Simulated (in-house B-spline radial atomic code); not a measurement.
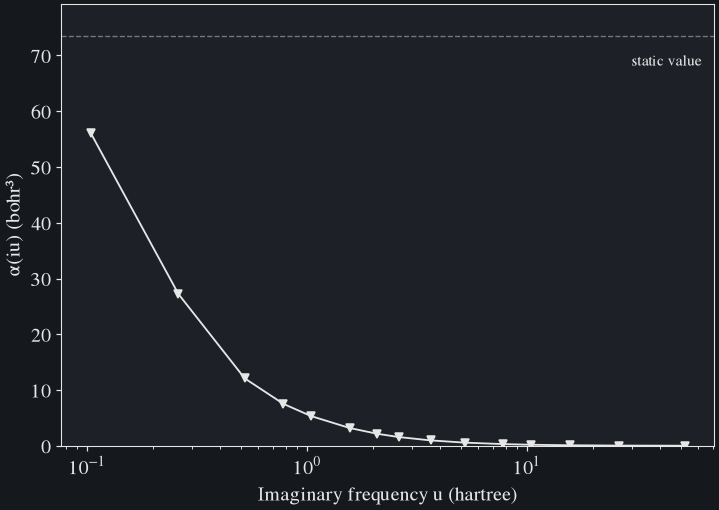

Dipole polarisability at imaginary frequency of Ce²⁺, [Xe] 6s². Relativistic RPA on Dirac–Hartree–Fock, no-pair Dirac–Coulomb, finite nucleus, computed with a B-spline radial code.

Describe the response.

The static dipole polarisability is 73.4 bohr³; α(iu) falls to half of it near u = 0.19 hartree. The Casimir–Polder integral gives C₆ = 826 hartree bohr⁶ for two such species.

Known limits: not the ground configuration; RPA unstable for a multipole; RPA puts the weak triplet-like excitations of an outer s2 shell too low.
